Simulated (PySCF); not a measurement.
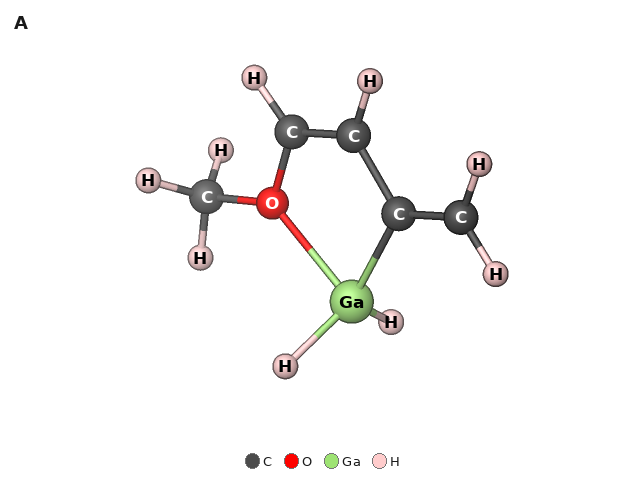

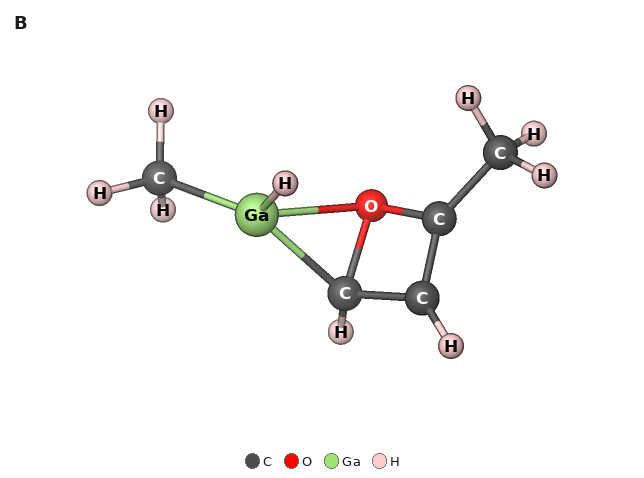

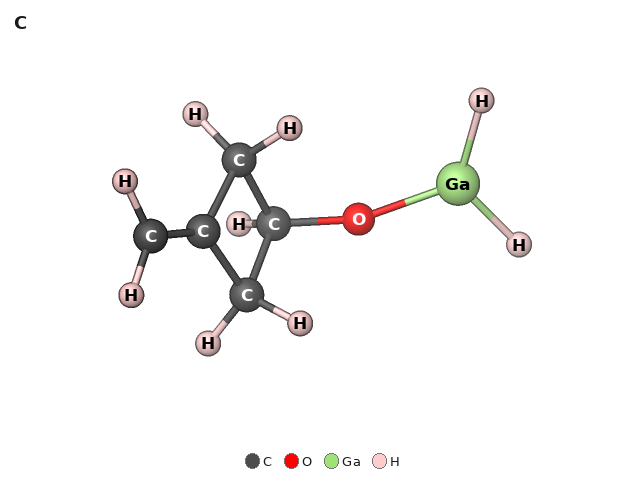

3 stationary structures of one formula. Geometries: GFN2-xTB. Electronic energies: B3LYP/def2-SVPD (PySCF 2.14.0), without zero-point energy. No frequency run is at hand to confirm each as a minimum. Each is one conformer, not always the lowest.

> Which is lowest in energy, and by how much?

C is lowest; A lies 4.8 kcal/mol above it, B lies 16.1 kcal/mol above it.

The geometry is semi-empirical. Around Ga such bond lengths and angles can be off by a tenth of an ångström or more and by several degrees, and values that hang on the shape move with them.
